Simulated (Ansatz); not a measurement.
System: Ca2Ga.

The calculation's input:

```
crystal:
  lattice:
    - [6.4440370078, 0.0, 0.0]
    - [0.0, 6.4440370078, 0.0]
    - [0.0, 0.0, 6.4440370078]
  atoms:
    - { symbol: Ca, position: [0.25, 0.25, 0.25] }
    - { symbol: Ca, position: [0.25, 0.75, 0.75] }
    - { symbol: Ca, position: [0.75, 0.75, 0.25] }
    - { symbol: Ca, position: [0.75, 0.25, 0.75] }
    - { symbol: Ga, position: [0.0, 0.0, 0.0] }
    - { symbol: Ga, position: [0.5, 0.5, 0.5] }
basis:
  ecutwfc: 420
kpoints:
  mp_grid: { grid: [6, 6, 6] }
hamiltonian:
  xc: pbe
scf:
  occupations: { method: gaussian, width: 0.1 }
output:
  forces: true
  stress: true
  eigenvalues: true
  write_density: true
  write_potential: true
  elf: true
  volumetric_format: npy
relax:
  adjacent_minimum: "off"
  f_tol: 0.01
  max_steps: 80
  cell: { stress_tol: 0.05 }
```

Launched as:

```sh
ansatz run input.yaml --threads 1 --pin off --max-ram 2560MiB --backend cpu --events-out ev --progress --plain --runs-dir out
```

Below, planes, directions and counts refer to the conventional cell (a = 6.48 Å, b = 6.48 Å, c = 6.48 Å, α = 90.00°, β = 90.00°, γ = 90.00°).

The fields are those of the relaxed geometry.

Space group Pn-3m; started from the cuprite_224 prototype, which need not be the ambient phase.

Theory: Ansatz, DFT PBE, scalar-relativistic, plane waves, PAW.

**What can the converged valence pseudo-density and electron localisation function tell about the bonding?**

Ca–Ga (2.81 Å): ρ at the midpoint is about 0.19 e/Å³; the ELF is about 0.25 at the midpoint; no shared electron pair shows on this line.

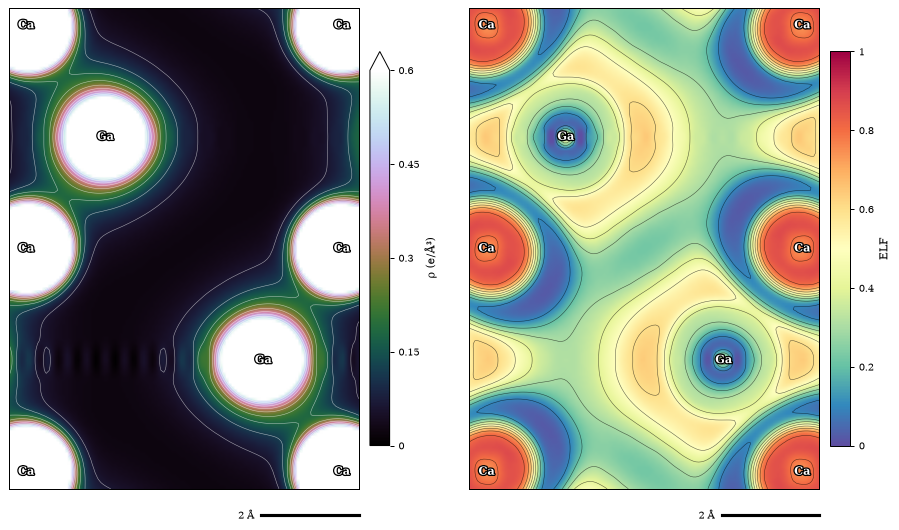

Computed valence pseudo-density and electron localisation function on the (110) plane of the conventional cell, in this order. 

The density is the valence pseudo-density of a PAW calculation; it isn't the true density close to the nuclei.
